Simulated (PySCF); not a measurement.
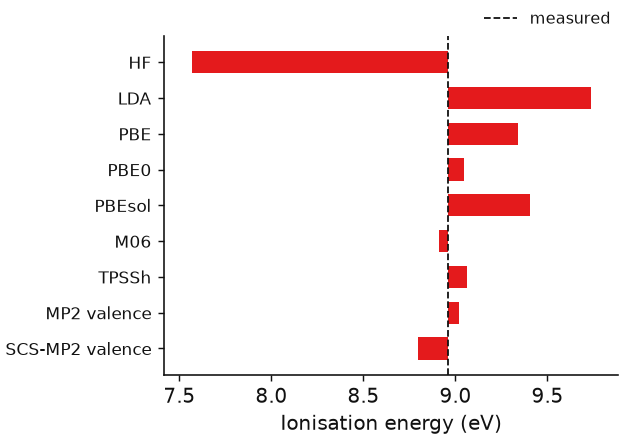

The ionisation energy of Pt ([Xe] 4f¹⁴ 5d⁹ 6s → [Xe] 4f¹⁴ 5d⁹) across levels of theory. PySCF, aug-cc-pVTZ-PP plus 1 diffuse shell for each l with a 60-electron core potential, unrestricted single determinants, no spin-orbit coupling. Methods marked “valence” freeze 8 core electrons.

**Which methods come out highest, lowest and best?**

The values run from 7.57 eV (HF) to 9.73 eV (LDA). The measured value is 8.96 eV; nearest to it come M06 (−0.05) and MP2 valence (+0.06), furthest HF (−1.39 eV).

```json
{"Method": "HF", "Ionisation energy (eV)": "7.57"}
{"Method": "LDA", "Ionisation energy (eV)": "9.73"}
{"Method": "PBE", "Ionisation energy (eV)": "9.34"}
{"Method": "PBE0", "Ionisation energy (eV)": "9.05"}
{"Method": "PBEsol", "Ionisation energy (eV)": "9.41"}
{"Method": "M06", "Ionisation energy (eV)": "8.91"}
{"Method": "TPSSh", "Ionisation energy (eV)": "9.06"}
{"Method": "MP2 valence", "Ionisation energy (eV)": "9.02"}
{"Method": "SCS-MP2 valence", "Ionisation energy (eV)": "8.80"}
```

Note: spin-orbit shift not estimated.
